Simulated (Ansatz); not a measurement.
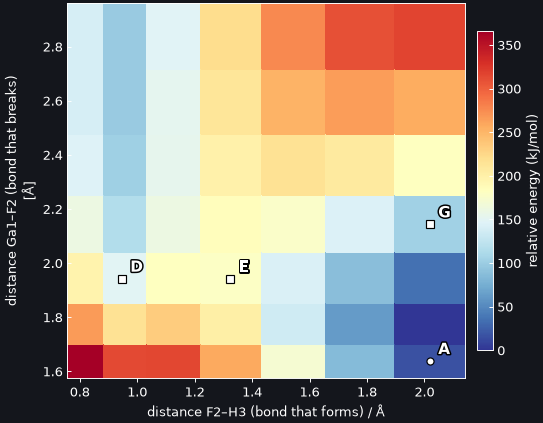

The reacting system FGaH₂ (fragments FGaH₂ where the first distance is long, GaH + FH where the second is long). Coordinates scanned: (1) distance F2–H3 (bond that forms); (2) distance Ga1–F2 (bond that breaks). Relaxed at each point: all other coordinates. The grid has 7 × 7 points. Points are written as (first, second). Energies: kJ/mol, counted from the lowest grid point. Energies and slopes of some neighbouring points disagree (a jump in structure or state, or too coarse a mesh). The restricted reference is unstable at some or all points, so the energies there are unreliable. Computed with Ansatz 0.2.0, RHF-MP2, frozen core/def2-TZVP.

Drawn: one coloured cell a grid point, lettered points.

Q: Rank the lettered points by energy, lowest first.

A: A (17 kJ/mol), G (103 kJ/mol), D (149 kJ/mol), E (180 kJ/mol).
